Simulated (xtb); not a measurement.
## Geometry relaxation, with input and output: CH5O3Sn (part 1 of 3)

System: CH5O3Sn, multiplicity 2, SMILES C[O][Sn]([OH])[OH].
Method: GFN2-xTB (xtb 6.7.1 later snapshot).

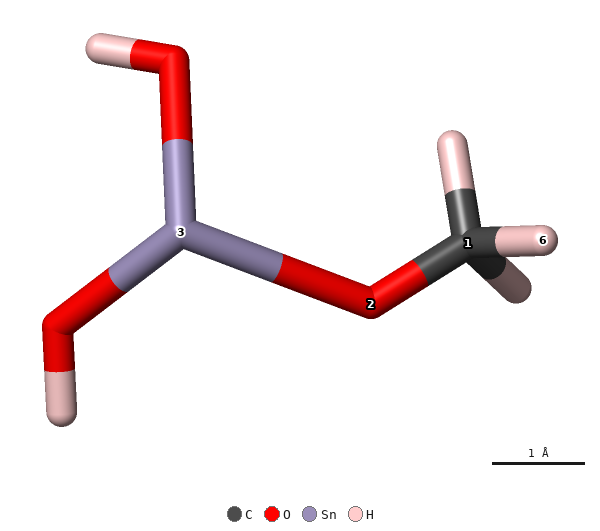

Figure 1. The starting structure (stick view, seen on its broad side; atoms are numbered from 1 in the order of the input). Sticks mark near contacts. Bond lengths as drawn: C–H 1.08 to 1.20 Å, C–O 1.29 Å, H–O 0.92 to 0.96 Å and O–Sn 1.92 to 2.32 Å.

Input (mol.coord):
```
$coord
     -0.668717383721     -3.331039137139     -1.457356787311  c
     -1.034436080620     -2.042000255748      0.569128816954  o
      1.394221037488      1.204587020881      2.231993320318  sn
     -0.801716308372      3.765279303317      3.563191991549  o
      2.931399856303      2.871646716243     -1.072438472986  o
      0.018027987229     -5.256386599214     -1.334052157680  h
      0.416457843345     -2.289837836993     -3.046654252644  h
     -2.665893335793     -3.614252391437     -2.501335984861  h
     -2.404770979893      3.491061145372      4.362168197041  h
      2.817241501115      4.597628072170     -1.047248423745  h
$end
```

Machine: 1 thread of Arm Neoverse V1, 24 GiB of memory available, shared host.

Launched with:
```bash
xtb mol.coord --uhf 1 --gfn 2 -o normal -P 1 > run.log
```

The program's output:
```
* xtb version 6.7.1
   ID    Z sym.   atoms
    1    6 c      1
    2    8 o      2, 4, 5
    3   50 sn     3
    4    1 h      6-10

           -------------------------------------------------
          |                Calculation Setup                |
           -------------------------------------------------

          program call               : xtb mol.coord --uhf 1 --gfn 2 -o normal -P 1
          coordinate file            : mol.coord
          omp threads                :                     1

           -------------------------------------------------
          |                 G F N 2 - x T B                 |
           -------------------------------------------------

      * Hamiltonian:
        H0-scaling (s, p, d)           1.850000    2.230000    2.230000
        zeta-weighting                 0.500000
      * Dispersion:
        s8                             2.700000
        a1                             0.520000
        a2                             5.000000
        s9                             5.000000
      * Repulsion:
        kExp                           1.500000    1.000000
        rExp                           1.000000
      * Coulomb:
        alpha                          2.000000
        third order                    shell-resolved
        anisotropic                    true
        a3                             3.000000
        a5                             4.000000
        cn-shift                       1.200000
        cn-exp                         4.000000
        max-rad                        5.000000

          ...................................................
          :                      SETUP                      :
          :.................................................:
          :  # basis functions                  31          :
          :  # atomic orbitals                  30          :
          :  # shells                           16          :
          :  # electrons                        31          :
          :  max. iterations                   250          :
          :  Hamiltonian                  GFN2-xTB          :
          :  restarted?                      false          :
          :  GBSA solvation                  false          :
          :  PC potential                    false          :
          :  electronic temp.          300.0000000     K    :
          :  accuracy                    1.0000000          :
          :  -> integral cutoff          0.2500000E+02      :
          :  -> integral neglect         0.1000000E-07      :
          :  -> SCF convergence          0.1000000E-05 Eh   :
          :  -> wf. convergence          0.1000000E-03 e    :
          :  Broyden damping             0.4000000          :
          :  net charge                          0          :
          :  unpaired electrons                  1          :
          ...................................................

 iter      E             dE          RMSdq      gap      omega  full diag
   1    -15.9606924 -0.159607E+02  0.106E+01    2.06       0.0  T
   2    -16.6710457 -0.710353E+00  0.144E+01    2.82       1.0  T
   3    -18.3996316 -0.172859E+01  0.743E+00    8.75       1.0  T
   4    -18.9902611 -0.590629E+00  0.372E+00    6.91       1.0  T
   5    -18.9922204 -0.195929E-02  0.365E+00    6.69       1.0  T
   6    -19.0460732 -0.538527E-01  0.234E+00    6.18       1.0  T
   7    -19.0638996 -0.178264E-01  0.143E+00    6.02       1.0  T
   8    -19.0713591 -0.745956E-02  0.478E-01    5.99       1.0  T
   9    -19.0716500 -0.290927E-03  0.316E-01    6.12       1.0  T
  10    -19.0723504 -0.700372E-03  0.129E-01    6.16       1.0  T
  11    -19.0724336 -0.831983E-04  0.819E-02    6.15       1.0  T
  12    -19.0724497 -0.161131E-04  0.548E-02    6.11       1.0  T
  13    -19.0724745 -0.247373E-04  0.150E-02    6.12       2.1  T
  14    -19.0724765 -0.205571E-05  0.904E-03    6.12       3.5  T
  15    -19.0724768 -0.314730E-06  0.172E-03    6.12      18.4  T
  16    -19.0724769 -0.249869E-07  0.102E-03    6.13      31.1  T
  17    -19.0724769 -0.570269E-08  0.357E-04    6.13      88.6  T
  18    -19.0724769 -0.102970E-08  0.155E-04    6.13     203.8  T

   *** convergence criteria satisfied after 18 iterations ***

         #    Occupation            Energy/Eh            Energy/eV
      -------------------------------------------------------------
         1        2.0000           -0.8408284             -22.8801
       ...           ...                  ...                  ...
        10        2.0000           -0.5117831             -13.9263
        11        2.0000           -0.4653387             -12.6625
        12        2.0000           -0.4568212             -12.4307
        13        2.0000           -0.4336232             -11.7995
        14        2.0000           -0.4202029             -11.4343
        15        2.0000           -0.4095941             -11.1456
        16        1.0000           -0.3882180             -10.5639 (HOMO)
        17                         -0.1631218              -4.4388 (LUMO)
        18                         -0.1348047              -3.6682
        19                         -0.1134435              -3.0870
        20                         -0.0871661              -2.3719
        21                         -0.0584125              -1.5895
       ...                                ...                  ...
        30                          0.4785123              13.0210
      -------------------------------------------------------------
                  HL-Gap            0.2250961 Eh            6.1252 eV
             Fermi-level           -0.3372880 Eh           -9.1781 eV

 SCC (total)                   0 d,  0 h,  0 min,  0.006 sec
 SCC setup                      ...        0 min,  0.000 sec (  1.120%)
 Dispersion                     ...        0 min,  0.000 sec (  0.766%)
 classical contributions        ...        0 min,  0.000 sec (  0.138%)
 integral evaluation            ...        0 min,  0.001 sec ( 10.858%)
 iterations                     ...        0 min,  0.004 sec ( 65.495%)
 molecular gradient             ...        0 min,  0.001 sec ( 19.943%)
 printout                       ...        0 min,  0.000 sec (  1.474%)

         :::::::::::::::::::::::::::::::::::::::::::::::::::::
         ::                     SUMMARY                     ::
         :::::::::::::::::::::::::::::::::::::::::::::::::::::
         :: total energy             -18.972399935368 Eh    ::
         :: gradient norm              0.130393289290 Eh/a0 ::
         :: HOMO-LUMO gap              6.125177025759 eV    ::
         ::.................................................::
         :: SCC energy               -19.072468199615 Eh    ::
         :: -> isotropic ES            0.057693433735 Eh    ::
         :: -> anisotropic ES          0.000006039466 Eh    ::
         :: -> anisotropic XC         -0.001293332208 Eh    ::
         :: -> dispersion             -0.005148643046 Eh    ::
         :: repulsion energy           0.100068264246 Eh    ::
         :: add. restraining           0.000000000000 Eh    ::
         :: total charge               0.000000000184 e     ::
         :::::::::::::::::::::::::::::::::::::::::::::::::::::

      -----------------------------------------------------------
     |                   =====================                   |
     |                        A N C O P T                        |
     |                   =====================                   |
     |               Approximate Normal Coordinate               |
     |                Rational Function Optimizer                |
      -----------------------------------------------------------

          ...................................................
          :                      SETUP                      :
          :.................................................:
          :   optimization level            normal          :
          :   max. optcycles                   200          :
          :   ANC micro-cycles                  20          :
          :   degrees of freedom                24          :
          :.................................................:
          :   RF solver                   davidson          :
          :   write xtbopt.log                true          :
          :   linear?                        false          :
          :   energy convergence         0.5000000E-05 Eh   :
          :   grad. convergence          0.1000000E-02 Eh/α :
          :   maximum RF displ.          1.0000000          :
          :   Hlow (freq-cutoff)         0.1000000E-01      :
          :   Hmax (freq-cutoff)         5.0000000          :
          :   S6 in model hess.         20.0000000          :
          ...................................................

generating ANC from exact Hessian ...
Using Lindh-Hessian (1995)
 Shifting diagonal of input Hessian by    9.4689146461434254E-003
 Lowest  eigenvalues of input Hessian
    0.000000    0.000000    0.000000    0.000000    0.000000    0.000000
    0.010000    0.010189    0.010689    0.011477    0.012371    0.012840
    0.014816    0.015422    0.039988    0.058999    0.065735    0.081660
 Highest eigenvalues
    0.487089    0.772897    1.071506    1.328303    1.420361    1.829603

........................................................................
.............................. CYCLE    1 ..............................
........................................................................

 iter      E             dE          RMSdq      gap      omega  full diag
   1    -19.0724769 -0.190725E+02  0.523E-05    6.13       0.0  T
   2    -19.0724769 -0.119371E-11  0.452E-05    6.13     700.4  T
   3    -19.0724769 -0.354561E-11  0.340E-05    6.13     930.3  T
     SCC iter.                  ...        0 min,  0.001 sec
     gradient                   ...        0 min,  0.001 sec
 * total energy  :   -18.9723999 Eh     change       -0.2554223E-09 Eh
   gradient norm :     0.1303950 Eh/α   predicted     0.0000000E+00 (-100.00%)
   displ. norm   :     0.2372569 α      lambda       -0.1826647E-01
   maximum displ.:     0.0992632 α      in ANC's #7, #19, #9, ...

........................................................................
.............................. CYCLE    2 ..............................
........................................................................

 iter      E             dE          RMSdq      gap      omega  full diag
   1    -19.0767929 -0.190768E+02  0.108E+00    6.24       0.0  T
   2    -19.0770377 -0.244773E-03  0.753E-01    6.24       1.0  T
   3    -19.0763602  0.677479E-03  0.468E-01    6.27       1.0  T
   4    -19.0752369  0.112329E-02  0.480E-01    6.20       1.0  T
   5    -19.0773923 -0.215537E-02  0.583E-02    6.25       1.0  T
   6    -19.0774007 -0.847568E-05  0.451E-02    6.25       1.0  T
   7    -19.0774031 -0.239429E-05  0.213E-02    6.26       1.5  T
   8    -19.0774047 -0.161284E-05  0.816E-03    6.25       3.9  T
   9    -19.0774050 -0.274315E-06  0.274E-03    6.25      11.5  T
  10    -19.0774050 -0.316910E-08  0.119E-03    6.25      26.5  T
  11    -19.0774050 -0.734913E-08  0.282E-04    6.25     112.3  T
  12    -19.0774050 -0.227217E-09  0.961E-05    6.25     328.9  T
     SCC iter.                  ...        0 min,  0.002 sec
     gradient                   ...        0 min,  0.001 sec
 * total energy  :   -18.9850755 Eh     change       -0.1267555E-01 Eh
   gradient norm :     0.0640011 Eh/α   predicted    -0.9647352E-02 ( -23.89%)
   displ. norm   :     0.2263464 α      lambda       -0.8257913E-02
   maximum displ.:     0.1177320 α      in ANC's #6, #19, #18, ...

........................................................................
.............................. CYCLE    3 ..............................
........................................................................
```
